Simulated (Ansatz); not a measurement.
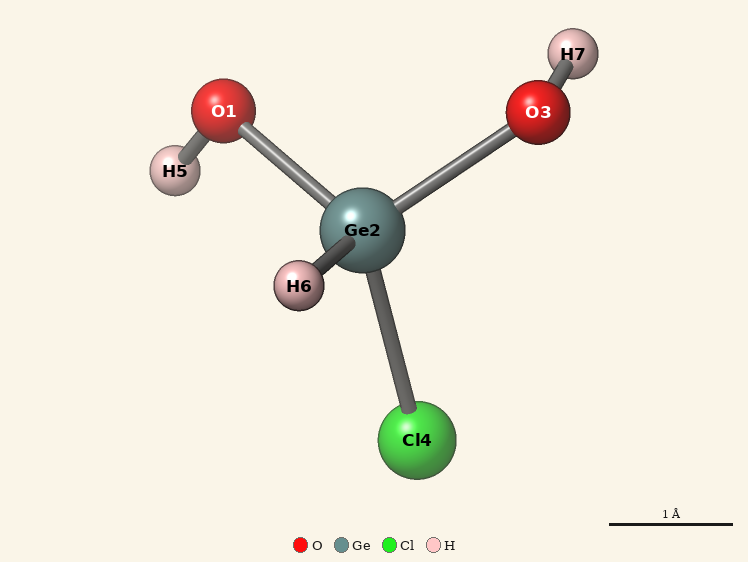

Orthographic view. Atoms fade into the background with distance from the viewer. Computed geometry: PBE0-D4/def2-TZVP optimisation.

Write a Z-matrix (Å, degrees) in the order of the atom numbers, with these reference atoms: 2 to 1; 3 to 2, 1; 4 to 2, 3, 1; 5 to 1, 2, 3; 6 to 2, 3, 1; 7 to 3, 2, 6.

```
O  
Ge   1   1.762
O    2   1.752   1   107.9
Cl   2   2.153   3   111.1   1   115.9
H    1   0.961   2   112.5   3   135.0
H    2   1.523   3   107.5   1  -123.9
H    3   0.961   2   112.7   6  -167.6
```
